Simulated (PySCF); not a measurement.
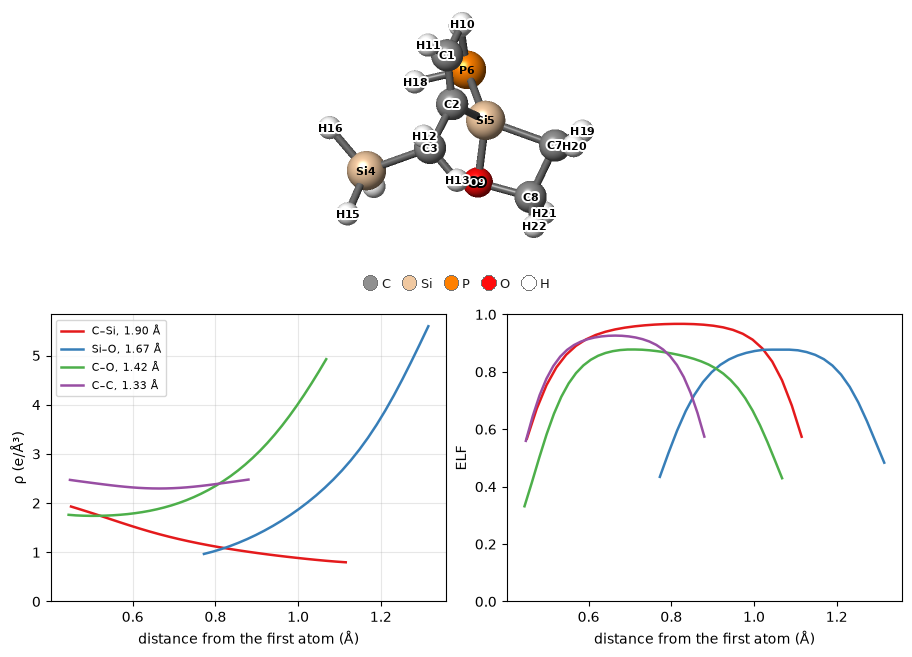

Figure. C$_{5}$H$_{13}$OPSi$_{2}$. Electron density and ELF along straight lines between neighbouring atoms. The curves leave out the atomic cores. The structure is drawn too.

Geometry: GFN2-xTB.

Theory: PBE0/pcSseg-1, SCF density, gas phase, non-relativistic (PySCF).

```yaml
atoms:
  - { symbol: C, position_ang: [-1.2925, 0.2669, 2.0047] }
  - { symbol: C, position_ang: [-0.7641, -0.1632, 0.8645] }
  - { symbol: C, position_ang: [-1.4496, -1.1710, 0.0052] }
  - { symbol: Si, position_ang: [-2.3352, -0.3202, -1.4592] }
  - { symbol: Si, position_ang: [0.8772, 0.5462, 0.2272] }
  - { symbol: P, position_ang: [1.1442, 2.7724, 0.4070] }
  - { symbol: C, position_ang: [2.4491, -0.5222, 0.4730] }
  - { symbol: C, position_ang: [2.3368, -0.7311, -1.0335] }
  - { symbol: O, position_ang: [1.1911, 0.0576, -1.3384] }
  - { symbol: H, position_ang: [-0.8102, 1.0170, 2.6090] }
  - { symbol: H, position_ang: [-2.2279, -0.1161, 2.3830] }
  - { symbol: H, position_ang: [-2.1711, -1.7389, 0.5952] }
  - { symbol: H, position_ang: [-0.7202, -1.8729, -0.3975] }
  - { symbol: H, position_ang: [-1.3929, 0.4473, -2.2649] }
  - { symbol: H, position_ang: [-2.9698, -1.3722, -2.2592] }
  - { symbol: H, position_ang: [-3.3640, 0.5684, -0.9076] }
  - { symbol: H, position_ang: [0.4140, 2.8739, 1.5755] }
  - { symbol: H, position_ang: [0.0372, 3.0405, -0.3814] }
  - { symbol: H, position_ang: [3.3551, -0.0052, 0.7706] }
  - { symbol: H, position_ang: [2.3528, -1.4363, 1.0480] }
  - { symbol: H, position_ang: [3.1892, -0.3562, -1.6009] }
  - { symbol: H, position_ang: [2.1403, -1.7655, -1.3211] }
```

**What kind of bonding do the profiles show?**

C–Si (1.90 Å): ρ is about 0.93 e/Å³ halfway; the ELF peaks at about 0.95 between the atoms, as expected for localised, covalent bonding.
Si–O (1.67 Å): ρ is about 1.1 e/Å³ halfway; the ELF peaks at about 0.90 between the atoms (a polar covalent bond).
C–O (1.42 Å): the density is about 2 e/Å³ at the midpoint, with its minimum of 1.7 e/Å³ about 0.5 Å from C; the ELF peaks at about 0.90 between the atoms; a polar covalent bond.
C–C (1.33 Å): ρ at the midpoint is about 2.3 e/Å³; the ELF peaks at about 0.95 between the atoms; a short, multiple covalent bond.
